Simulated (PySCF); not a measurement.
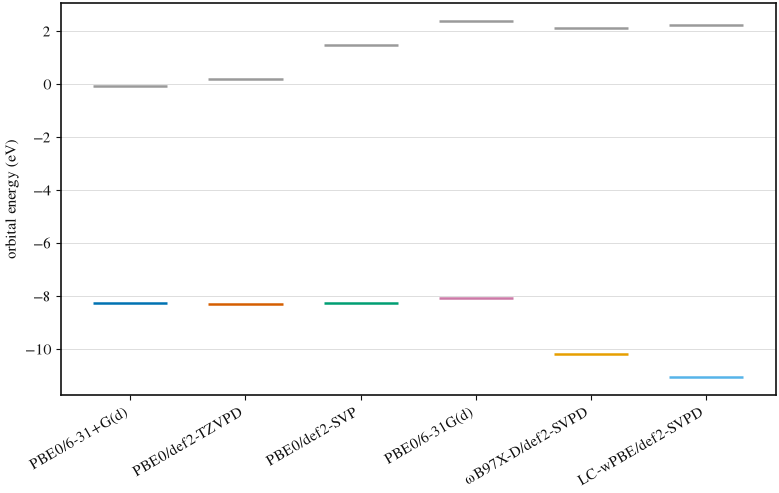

Frontier orbital energies of C₄H₁₂Si, SMILES C[Si](C)(C)C at one geometry, PySCF, at a PBE0-D3(BJ)/def2-SVP geometry (no frequency check). Empty levels are grey, levels within 0.1 eV stand side by side; all columns show the same few orbitals around the gap.

### Compare the HOMO-LUMO separations.

The separation grows from 8.20 eV (PBE0/6-31+G(d)) to 13.30 eV (LC-wPBE/def2-SVPD).

| level | HOMO (eV) | LUMO (eV) | separation (eV) |
| --- | --- | --- | --- |
| PBE0/6-31+G(d) | −8.28 | −0.08 | 8.20 |
| PBE0/def2-TZVPD | −8.31 | 0.16 | 8.47 |
| PBE0/def2-SVP | −8.27 | 1.46 | 9.74 |
| PBE0/6-31G(d) | −8.11 | 2.36 | 10.47 |
| ωB97X-D/def2-SVPD | −10.21 | 2.11 | 12.32 |
| LC-wPBE/def2-SVPD | −11.08 | 2.22 | 13.30 |

Limits of at least one run: empty levels above zero depend strongly on the basis.
